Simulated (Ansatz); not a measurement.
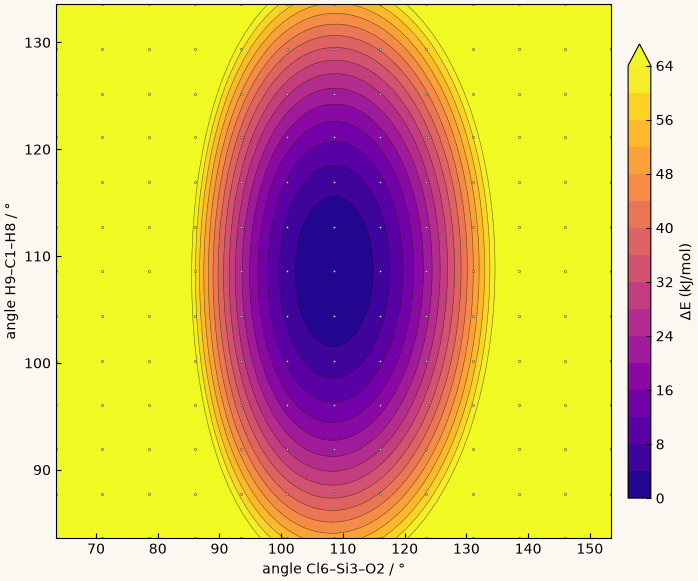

CH3ClF2OSi, SMILES CO[Si](F)(F)Cl. 
- Coordinates scanned: (1) angle Cl6–Si3–O2; (2) angle H9–C1–H8.
- Nothing is relaxed (all other coordinates rigid).
- Grid: 13 × 13 points.
- All energies are given in kJ/mol relative to the lowest grid point.
- Level of theory: RKS PBE-D4/def2-SVP in Ansatz.

In the figure: filled contours, dots at the grid points, one colour for all values above the top of the scale. Between grid points the surface is interpolated.

Estimate the position of the minimum and the force constants in these coordinates.

The interpolated minimum is at angle Cl6–Si3–O2 ≈ 108.5°, angle H9–C1–H8 ≈ 108.6°. The curvatures there are about 6.7 eV/rad² and 5.5 eV/rad², with a cross term of about 0 eV/rad². Round the minimum the two coordinates are nearly uncoupled. (1 eV is 96.5 kJ/mol.)
